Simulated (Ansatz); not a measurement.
# Zinc, omega (AlB2-type) under PBEsol: from relaxation to bulk modulus

The plan for zinc in the omega (AlB2-type) structure: relax it, solve it on a dense k-mesh, then scale the cell to 7 volumes from 88 to 112 % of the relaxed one and try a fit of the equation of state. Spin polarisation is left out. The k-meshes are 8×8×12 for the relaxation; 11×11×16 for the dense run; 10×10×13 for the volumes.

Method: DFT PBEsol, plane waves (420 eV) with PAW, scalar-relativistic; the PAW data stem from PBE, with regenerated cores, in Ansatz 0.2.0.

## Step 1: The structure to begin with

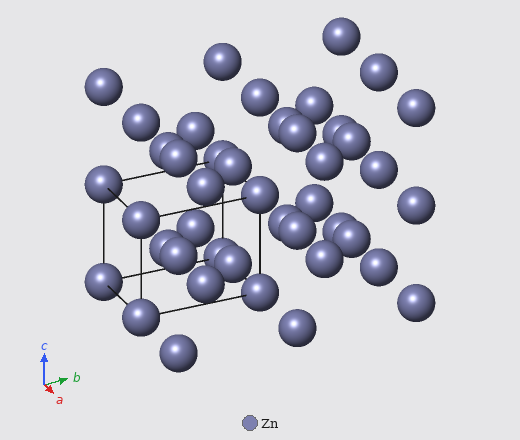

The structure, seen slightly off an axis (zinc blue). 2×2×2 cells are drawn. Any atoms on the faces are drawn again on the opposite ones.

Coordinates:

```
Zn
1.0
     4.41325    0.00000    0.00000
    -2.20662    3.82198    0.00000
     0.00000    0.00000    2.70532
Zn
3
Cartesian
  0.0000 0.0000 0.0000
  0.0000 2.5480 1.3527
  2.2066 1.2740 1.3527
```

## Step 2: Geometry optimisation

input.yaml

```yaml
crystal:
  lattice:
    - [4.4132478742, 0.0, 0.0]
    - [-2.2066239371, 3.8219847722, 0.0]
    - [0.0, 0.0, 2.7053209469]
  atoms:
    - { symbol: Zn, position: [0.0, 0.0, 0.0] }
    - { symbol: Zn, position: [0.3333333333, 0.6666666667, 0.5] }
    - { symbol: Zn, position: [0.6666666667, 0.3333333333, 0.5] }
hamiltonian:
  xc: pbesol
  pseudopotentials:
    kind: paw
    azcp:
      Zn: "pseudopotentials/Zn.paw.azcp"
basis:
  ecutwfc: 420
  fft_grid_basis: typed
kpoints:
  mp_grid: { grid: [8, 8, 12], shift: [0, 0, 0] }
magnetization:
  spin_polarized: false
scf:
  occupations: { method: fermi_dirac, width: 0.1 }
relax:
  max_steps: 60
  f_tol: 0.01
  cell: {}
```

Output, cut to the lines that bear on the results:

```text
Warning: <dir> the record states the generating functional pbe (its physics header spells it `PBE`), which answers neither for hamiltonian.xc's functional nor for the pbesol family's — results may be inconsistent (PPs are generated against a specific XC)
Warning: RAYON_NUM_THREADS=2 ignored (pool sized by the plan → 2); use --threads N
[...]
Pseudopotentials: kind: paw
Pseudopotential: Zn, paw, valence charge 12, recommended cutoff 420 eV (normal), <dir>
Functional definition: PBEsol
[...]
Crystal: 3 atoms, lattice volume = 45.632 Å³
Basis set: ecut = 420 eV, 903 PW (Γ), exchange–correlation on 60×60×40 points (8 copies of the dense FFT grid, shifted against one another)
Bands: 22, of which v1, the nominal top of the filled ones, is band 18 counted from 1 (17 counted from 0)
Symmetry: 24 space group operations
Space group: P6/mmm (ITA 191), of the structure as read, at distance tolerance 3.6e-5 Å
k-points: 70 of 768
[...]
SCF iter   1: F=—  HF=-9842.388429 eV  |F-HF|=—  |Δ(HF+E_count)|=         —  Δρ=3.55e-3  dr2=2.91e-3  ethr=1.77e-3  ⟨swp⟩=5.5  Hψ=6683  notcnv=0
[...]
relax step   1: F+E_penalty+E_count = -9842.38811366 eV  Δ(F+E_penalty+E_count) = +0.000e0 eV  max|allowed force component| = 3.855e-18 eV/Å  Δτ_max = 0.0000 Å  P = -3.363 GPa  Ω = 45.632 Å³  (6 SCF iters, dr2 threshold 1.00e-7 eV, accepted)
[...]
relax step   4: F+E_penalty+E_count = -9842.41265543 eV  Δ(F+E_penalty+E_count) = +1.054e-5 eV  max|allowed force component| = 1.388e-17 eV/Å  Δτ_max = 0.0000 Å  P = +0.005 GPa  Ω = 43.532 Å³  energy of the carried Pulay correction = +1.318e-3 eV  (4 SCF iters, dr2 threshold 4.61e-8 eV, accepted)
[...]
relax step   5: F+E_penalty+E_count = -9842.41133044 eV  Δ(F+E_penalty+E_count) = +1.325e-3 eV  max|allowed force component| = 2.776e-17 eV/Å  Δτ_max = 0.0000 Å  P = +0.009 GPa  Ω = 43.532 Å³  stress off target by 2.52e-2 GPa  SCF on the basis re-selected at this cell (its energy is not [...]
SCF converged after 6 iterations
Free energy (F): -9842.411330 eV
[...]
E sigma→0 (E₀):  -9842.397241 eV
Entropy (-TS):   -0.028180 eV (-9.393 meV/atom)
Fermi energy:    11.728661 eV
[...]
--- Forces (eV/Å), atoms counted from 1 ---
  atom   1  Zn     0.00000000    -0.00000000     0.00000000
  atom   2  Zn    -0.00000000    -0.00000000     0.00000000
  atom   3  Zn     0.00000000     0.00000000    -0.00000000
[...]
--- Stress (GPa, compression-positive) ---
        0.025249      -0.000000       0.000000
       -0.000000       0.025249       0.000000
        0.000000       0.000000      -0.023623
  P = ⅓ Tr σ = 0.0090 GPa (0.090 kbar)
--- Relaxed structure (4 steps of the walk, 4 accepted, 1 SCFs on fresh bases) ---
  F+E_penalty+E_count = -9842.41133044 eV   max|allowed force component| = 2.776e-17 eV/Å   (the final SCF, on the basis selected at the relaxed cell)
  cell:  # Å, volume = 43.5316 Å³
    - [4.351759233900776, -2.5371073332749738e-33, -2.616391936798051e-33]
    - [-2.175879616950388, 3.768734047711579, -1.1636533590815723e-33]
    - [-1.6038482572778483e-33, -1.749652644303107e-33, 2.6542660701598892]
  atoms:
    - { symbol: Zn, position: [-3.98686391109946e-34, 4.2692233082266656e-35, -6.588873714519077e-83] }
    - { symbol: Zn, position: [0.33333333333333337, 0.6666666666666667, 0.5000000000000001] }
    - { symbol: Zn, position: [0.6666666666666667, 0.33333333333333337, 0.5000000000000001] }
```

Wall time 15 s (2 threads of Intel Xeon Platinum 8259CL at 2.50GHz (Skylake/Cascade Lake), shared host); peak memory 0.47 GiB.

Relaxation path:

| step | energy change (meV/atom) | largest force (eV/Å) | pressure (GPa) | volume (Å³/atom) |
| --- | --- | --- | --- | --- |
| 1 | 0.00 | 0.0000 | -3.36 | 15.211 |
| 2 | -7.47 | 0.0000 | -1.00 | 14.697 |
| 3 | -8.18 | 0.0000 | 0.12 | 14.490 |
| 4 | -8.18 | 0.0000 | 0.00 | 14.511 |
| 5 | -7.74 | 0.0000 | 0.01 | 14.511 |

Steps that repeat a cell are solved on a basis chosen anew, so their changes of energy are no gain of the relaxation.

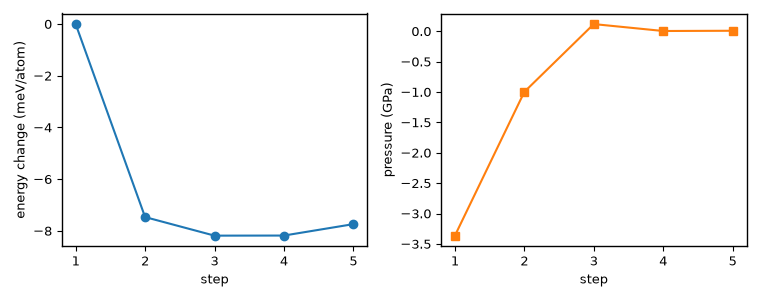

Energy and pressure over the accepted steps.

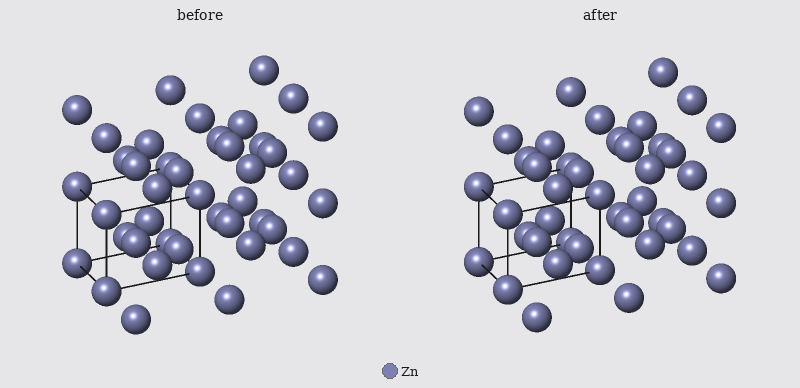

Start and end of the relaxation side by side. The cells drawn are those of the first picture.

Changes in the cell that was computed:

|  | before | after | change |
| --- | --- | --- | --- |
| a (Å) | 4.413 | 4.352 | -1.4 % |
| b (Å) | 4.413 | 4.352 | -1.4 % |
| c (Å) | 2.705 | 2.654 | -1.9 % |
| volume (Å³/atom) | 15.211 | 14.511 | -4.6 % |
| shortest distance (Å) | 2.548 | 2.512 | -1.4 % |
| space group (spins left aside) | P6/mmm | P6/mmm | same |

## Step 3: Single point on a dense mesh

input.yaml

```yaml
crystal:
  lattice:
    - [4.3517592339, 0.0, 0.0]
    - [-2.175879617, 3.7687340477, 0.0]
    - [0.0, 0.0, 2.6542660702]
  atoms:
    - { symbol: Zn, position: [1.0, 0.0, 1.0] }
    - { symbol: Zn, position: [0.3333333333, 0.6666666667, 0.5] }
    - { symbol: Zn, position: [0.6666666667, 0.3333333333, 0.5] }
hamiltonian:
  xc: pbesol
  pseudopotentials:
    kind: paw
    azcp:
      Zn: "pseudopotentials/Zn.paw.azcp"
basis:
  ecutwfc: 420
  fft_grid_basis: typed
kpoints:
  mp_grid: { grid: [11, 11, 16], shift: [0, 0, 0] }
magnetization:
  spin_polarized: false
scf:
  occupations: { method: fermi_dirac, width: 0.1 }
```

Output, cut to the lines that bear on the results:

```text
Warning: <dir> the record states the generating functional pbe (its physics header spells it `PBE`), which answers neither for hamiltonian.xc's functional nor for the pbesol family's — results may be inconsistent (PPs are generated against a specific XC)
Warning: RAYON_NUM_THREADS=2 ignored (pool sized by the plan → 2); use --threads N
[...]
[... 3 set-up lines as earlier in the session ...]
[...]
Crystal: 3 atoms, lattice volume = 43.532 Å³
Basis set: ecut = 420 eV, 903 PW (Γ)
Bands: 22, of which v1, the nominal top of the filled ones, is band 18 counted from 1 (17 counted from 0)
[... 1 set-up line as earlier in the session ...]
Space group: P6/mmm (ITA 191), of the structure as read, at distance tolerance 3.5e-5 Å
k-points: 144 of 1936
[...]
SCF iter   1: F=—  HF=-9842.406869 eV  |F-HF|=—  |Δ(HF+E_count)|=         —  Δρ=4.01e-3  dr2=3.57e-3  ethr=1.77e-3  ⟨swp⟩=5.3  Hψ=13730  notcnv=0
[...]
SCF iter   6: F=-9842.406315 eV  HF=-9842.406315 eV  |F-HF|=9.68e-8  |Δ(HF+E_count)|=   5.27e-7  Δρ=2.21e-5  dr2=8.05e-8  ethr=2.78e-10  ⟨swp⟩=1.7  Hψ=11016  notcnv=0
[...]
SCF converged after 6 iterations
Free energy (F): -9842.406315 eV
[...]
E sigma→0 (E₀):  -9842.391826 eV
Entropy (-TS):   -0.028977 eV (-9.659 meV/atom)
Fermi energy:    11.729189 eV
[...]
```

Run time: 4.6 s. Hardware: 2 threads of Intel Xeon Platinum 8259CL at 2.50GHz (Skylake/Cascade Lake), shared host; peak memory 0.48 GiB.

## Step 4: At 88 % of the relaxed volume

input.yaml: that of step 3 with these lines changed.

```diff
@@ -2,5 +2,5 @@
   lattice:
-    - [4.3517592339, 0.0, 0.0]
-    - [-2.175879617, 3.7687340477, 0.0]
-    - [0.0, 0.0, 2.6542660702]
+    - [4.1702211213, 0.0, 0.0]
+    - [-2.0851105606, 3.6115174304, 0.0]
+    - [0.0, 0.0, 2.5435406309]
   atoms:
@@ -19,3 +19,3 @@
 kpoints:
-  mp_grid: { grid: [11, 11, 16], shift: [0, 0, 0] }
+  mp_grid: { grid: [10, 10, 13], shift: [0, 0, 0] }
 magnetization:
@@ -24 +24,4 @@
   occupations: { method: fermi_dirac, width: 0.1 }
+  lower_state_search: "off"
+output:
+  stress: true
```

Output, cut to the lines that bear on the results:

```text
Warning: <dir> the record states the generating functional pbe (its physics header spells it `PBE`), which answers neither for hamiltonian.xc's functional nor for the pbesol family's — results may be inconsistent (PPs are generated against a specific XC)
Warning: RAYON_NUM_THREADS=2 ignored (pool sized by the plan → 2); use --threads N
[...]
[... 3 set-up lines as earlier in the session ...]
[...]
Crystal: 3 atoms, lattice volume = 38.308 Å³
Basis set: ecut = 420 eV, 747 PW (Γ)
Bands: 22, of which v1, the nominal top of the filled ones, is band 18 counted from 1 (17 counted from 0)
[... 1 set-up line as earlier in the session ...]
Space group: P6/mmm (ITA 191), of the structure as read, at distance tolerance 3.4e-5 Å
k-points: 98 of 1300
[...]
SCF iter   1: F=—  HF=-9842.203965 eV  |F-HF|=—  |Δ(HF+E_count)|=         —  Δρ=5.61e-3  dr2=6.19e-3  ethr=1.77e-3  ⟨swp⟩=5.3  Hψ=9439  notcnv=0
[...]
SCF iter   7: F=-9842.202495 eV  HF=-9842.202495 eV  |F-HF|=2.14e-8  |Δ(HF+E_count)|=   5.33e-8  Δρ=9.27e-6  dr2=2.18e-8  ethr=2.78e-10  ⟨swp⟩=5.0  Hψ=9179  notcnv=0
[...]
SCF converged after 7 iterations
Free energy (F): -9842.202495 eV
[...]
E sigma→0 (E₀):  -9842.190281 eV
Entropy (-TS):   -0.024428 eV (-8.143 meV/atom)
Fermi energy:    14.010267 eV
[...]
--- Stress (GPa, compression-positive) ---
       14.398751      -0.000000       0.000000
       -0.000000      14.398751       0.000000
        0.000000       0.000000      14.373636
  P = ⅓ Tr σ = 14.3904 GPa (143.904 kbar)
```

Run time: 3.9 s. Hardware: 2 threads of Intel Xeon Platinum 8259CL at 2.50GHz (Skylake/Cascade Lake), shared host; peak memory 0.46 GiB.

## Step 5: At 92 % of the relaxed volume

input.yaml: that of step 4 with these lines changed.

```diff
@@ -2,5 +2,5 @@
   lattice:
-    - [4.1702211213, 0.0, 0.0]
-    - [-2.0851105606, 3.6115174304, 0.0]
-    - [0.0, 0.0, 2.5435406309]
+    - [4.2324724053, 0.0, 0.0]
+    - [-2.1162362026, 3.6654286238, 0.0]
+    - [0.0, 0.0, 2.5815095216]
   atoms:
```

Output, cut to the lines that bear on the results:

```text
Warning: <dir> the record states the generating functional pbe (its physics header spells it `PBE`), which answers neither for hamiltonian.xc's functional nor for the pbesol family's — results may be inconsistent (PPs are generated against a specific XC)
Warning: RAYON_NUM_THREADS=2 ignored (pool sized by the plan → 2); use --threads N
[...]
[... 3 set-up lines as earlier in the session ...]
[...]
Crystal: 3 atoms, lattice volume = 40.049 Å³
Basis set: ecut = 420 eV, 783 PW (Γ)
Bands: 22, of which v1, the nominal top of the filled ones, is band 18 counted from 1 (17 counted from 0)
[... 2 set-up lines as earlier in the session ...]
k-points: 98 of 1300
[...]
SCF iter   1: F=—  HF=-9842.325794 eV  |F-HF|=—  |Δ(HF+E_count)|=         —  Δρ=5.04e-3  dr2=5.28e-3  ethr=1.77e-3  ⟨swp⟩=5.2  Hψ=9301  notcnv=0
[...]
SCF iter   7: F=-9842.324574 eV  HF=-9842.324574 eV  |F-HF|=8.91e-11  |Δ(HF+E_count)|=   1.54e-7  Δρ=2.91e-6  dr2=1.14e-9  ethr=2.67e-10  ⟨swp⟩=4.4  Hψ=8119  notcnv=0
[...]
SCF converged after 7 iterations
Free energy (F): -9842.324574 eV
[...]
E sigma→0 (E₀):  -9842.311453 eV
Entropy (-TS):   -0.026243 eV (-8.748 meV/atom)
Fermi energy:    13.179162 eV
[...]
--- Stress (GPa, compression-positive) ---
        8.260458      -0.000000       0.000000
       -0.000000       8.260458       0.000000
        0.000000       0.000000       8.450341
  P = ⅓ Tr σ = 8.3238 GPa (83.238 kbar)
```

It took 3.4 s on 2 threads of Intel Xeon Platinum 8259CL at 2.50GHz (Skylake/Cascade Lake), shared host; peak memory 0.46 GiB.

(Part 1 of 2 ends here.)
